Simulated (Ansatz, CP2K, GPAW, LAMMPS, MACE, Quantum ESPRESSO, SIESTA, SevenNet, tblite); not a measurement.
# Quantum ESPRESSO on amorphous carbon (64 atoms): settings against a plane-wave reference, part 2 of 2

Wanted: Quantum ESPRESSO inputs and outputs for amorphous carbon (64 atoms), checked against a plane-wave reference.

Program: Quantum ESPRESSO 7.5; the method stands at each step. Banners, paths, timers and routine set-up lines are dropped from the logs unmarked, and long logs keep their key lines alone; longer cuts are marked.

So far. Step 2 (PBE, sssp-1.3.0-efficiency, 45/360 Ry): Forces lie 0.38 % from the reference's, at 6.1 times its CPU time (on 2 against 4 cores). Step 3 (PBE+D3(BJ), sssp-1.3.0-efficiency, 45/360 Ry): Against the first run (0.38 %), the force difference from the reference is 4.9 %, at 1.0 times the CPU time; the model has changed, so this is no error of the program alone.

## Step 4: PBE, dojo-0.4.1-standard, 60/240 Ry

Method: Kohn-Sham DFT, PBE, PseudoDojo 0.4.1 standard norm-conserving pseudopotentials, plane waves.

The pseudopotential files are exchanged too: ./pseudo now holds the set dojo-sr-pbe-0.4.1-standard.

pw.in

```
&control
  calculation = 'scf'
  pseudo_dir = './pseudo'
  outdir = './tmp'
  disk_io = 'none'
  tprnfor = .true.
  tstress = .true.
/
&system
  ibrav = 0
  nat = 64
  ntyp = 1
  ecutwfc = 60
  ecutrho = 240
  nosym = .true.
  occupations = 'smearing'
  smearing = 'fd'
  degauss = 0.003675
/
&electrons
  conv_thr = 3.2e-07
  electron_maxstep = 100
  mixing_beta = 0.2
  mixing_mode = 'local-TF'
  diagonalization = 'david'
/
ATOMIC_SPECIES
C 12.011 C.upf
CELL_PARAMETERS angstrom
7.59030 0.00000 0.00000
0.00000 7.59030 0.00000
0.00000 0.00000 7.59030
ATOMIC_POSITIONS crystal
[... 64 atom lines left out: the same atoms as in the first run ...]
K_POINTS gamma
```

Command:

```bash
> OMP_NUM_THREADS=1 mpirun -np 2 pw.x -in pw.in > output.txt
```

The program printed:

```text
[banner, memory and clock lines left out]
Program PWSCF
     gamma-point specific algorithms are used
[... lines left out ...]
     total energy              =    -765.69594225 Ry
[... lines left out ...]
     total energy              =    -766.01099292 Ry
[... lines left out ...]
     total energy              =    -766.01017762 Ry
[... lines left out ...]
     total energy              =    -766.01017782 Ry
[... lines left out ...]
     the Fermi energy is    11.0542 ev
!    total energy              =    -766.01017776 Ry
[... lines left out ...]
     The total energy is F=E-TS. E is the sum of the following terms:
[... lines left out ...]
     convergence has been achieved in  15 iterations
     Forces acting on atoms (cartesian axes, Ry/au):
     atom    1 type  1   force =    -0.04050234    0.02178402   -0.00129841
     atom    2 type  1   force =     0.09982567    0.03429537    0.04300645
     atom    3 type  1   force =    -0.03466598    0.00669300   -0.04753300
[...]
atom   63 type  1   force =    -0.00357186   -0.03528962   -0.00801598
     atom   64 type  1   force =    -0.01019691   -0.04353961   -0.06143903
     Total force =     0.680543     Total SCF correction =     0.001072
     Computing stress (Cartesian axis) and pressure
          total   stress  (Ry/bohr**3)                   (kbar)     P=     -133.13
  -0.00131347  -0.00023925  -0.00010475         -193.22      -35.19      -15.41
  -0.00023925  -0.00097408  -0.00011584          -35.19     -143.29      -17.04
  -0.00010475  -0.00011584  -0.00042740          -15.41      -17.04      -62.87
     Message from routine punch:
     Nothing written, as per user request (disk_io='none')
```

The job ended after 30 s (2 MPI ranks of Arm Neoverse V1, shared host; peak memory 0.39 GiB; 60 s of CPU time).

Against the reference:

| Quantity | Value |
| --- | --- |
| r.m.s. force component | 1.263 eV/Å |
| r.m.s. difference of force components | 18.02 meV/Å |
| longest difference of force vectors | 58.11 meV/Å |
| force difference over r.m.s. force | 1.434 % |
| slope of forces against the reference's | 1.005 |
| correlation of force components | 0.9999 |
| pressure | -13.31 GPa |
| pressure difference | -5.924 GPa |

This is a coarse setting, run to see what it loses.

Against the first run (0.38 %), the force difference from the reference is 1.4 %, at 0.72 times the CPU time.

## Step 5: The ladder

Differences are against the plane-wave reference, forces as r.m.s. over components; share is that over the reference's r.m.s. force, slope the least-squares factor from reference forces to these. Total energies of different programs have different zeros and aren't compared.

```csv
run,"Δ force, r.m.s. (meV/Å)",share (%),slope,Δ pressure (GPa),cores,CPU time,memory (GiB)
reference,-,-,-,-,4,14 s,0.54
"QE PBE, sssp-1.3.0-efficiency, 45/360 Ry",4.81,0.383,1.001,0.197,2,83 s,0.85
"QE PBE+D3(BJ), sssp-1.3.0-efficiency, 45/360 Ry",61.2,4.87,1.015,-1.13,2,83 s,0.86
"QE PBE, dojo-0.4.1-standard, 60/240 Ry (coarse)",18.0,1.43,1.005,-5.92,2,60 s,0.39
```

Rows marked coarse were listed beforehand as settings not expected to be converged; some can still land near the reference.

CPU time is summed over cores on a shared host, where runs went side by side, so it is rough. Symmetry, cutoffs, thresholds, outputs and thread counts weren't matched or tuned between programs; memory under MPI is the largest rank's times the ranks.

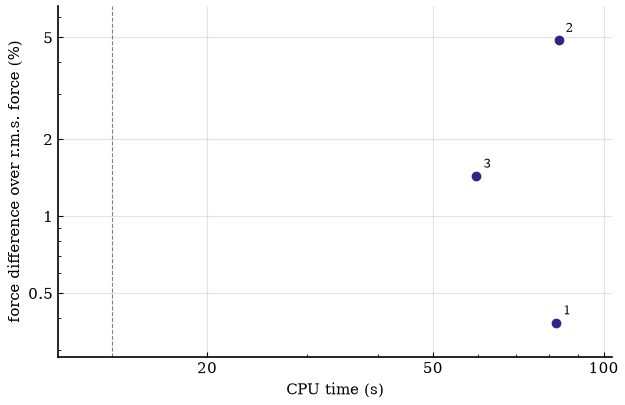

Force difference against CPU time; the dashed line marks the reference's time. Points: 1 QE PBE, sssp-1.3.0-efficiency, 45/360 Ry; 2 QE PBE+D3(BJ), sssp-1.3.0-efficiency, 45/360 Ry; 3 QE PBE, dojo-0.4.1-standard, 60/240 Ry.

## Step 6: What came out

```
nearest in forces : QE PBE, sssp-1.3.0-efficiency, 45/360 Ry, 0.38 %
its CPU time      : 83 s
```

What this shows: PBE on plane waves or a grid with other potentials, cutoffs or grids, coarse settings apart, differs from the reference by 0.38 % (QE PBE, sssp-1.3.0-efficiency, 45/360 Ry) of the r.m.s. force; this holds the reference's own error, so differences of a few per cent don't tell which side is nearer the exact PBE result (QE's 45 Ry are 612 eV, against the reference's 420 eV). Rows with another functional or a dispersion term differ by 4.9 % (QE PBE+D3(BJ), sssp-1.3.0-efficiency, 45/360 Ry), which mixes the change of model with differences of basis and potentials. Runs with settings chosen to be coarse differ by 1.4 % (QE PBE, dojo-0.4.1-standard, 60/240 Ry), their programs' other errors included. None of the electronic-structure runs in the table takes under half the reference's CPU time of 14 s; they take 4.4 to 6.1 times as much. In pressure, QE PBE, dojo-0.4.1-standard, 60/240 Ry misses by -5.9 GPa, at the same functional; a cutoff this low leaves a large Pulay stress. The quench rate of 100 K/ps is many orders above laboratory rates, so the cell is likely richer in defects and strain than a real sample. The network of bonds at the start is that of the classical potential that made the cell, and needn't be the one that DFT or experiment would give. The reference's stress is far from hydrostatic: its diagonal is -13.3, -8.4, -0.4 GPa, compression counted positive. The reference's pressure of -7.4 GPa belongs to a cell and atoms that aren't relaxed at this level. The electronic-structure runs sample only Γ, in a cell whose shortest periodic width is 8 Å, which is coarse for a cell with partly filled levels.

[Also dropped from logs without a mark: logging warnings of Python, and SIESTA's first energy breakdown and zero terms.]

[Logs are printed without paths, hosts, clocks, repeated set-up lines and the standing remarks that a program may print on its own settings, such as how far it seeks lower states.]

[Hosts, paths, dates, database ids (printed as entryN), source tags and the programs' standing remarks are cut or masked in the printed files.]
